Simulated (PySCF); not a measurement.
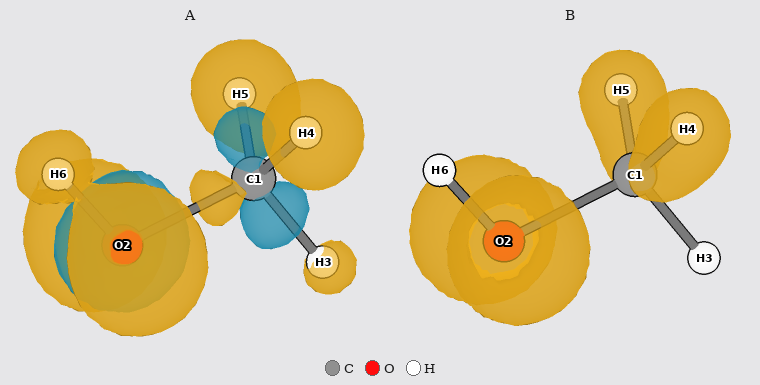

Figure 1: CH4O, SMILES `CO`. The Fukui function f⁻ from two separate SCF calculations and the density of the HOMO, at ±0.06 e/Å³ (yellow positive, teal negative).

PySCF calculation, B3LYP/6-31+G*, gas phase; geometry: GFN2-xTB. No frequency check shows the geometry to be a minimum.

Q: Which panel is which, and how good is the frozen-orbital picture?

A: A is f⁻ (it has negative regions), B the HOMO density. The HOMO lies on O2 (68 %), C1 (13 %) and H4 and H5 (7 % each); f⁻ (Hirshfeld-condensed) is largest on O2 (0.43); the vertical ionisation energy is 10.88 eV. Relaxation shifts 25 % of the electron between atoms. The orbital energy is −7.64 eV.
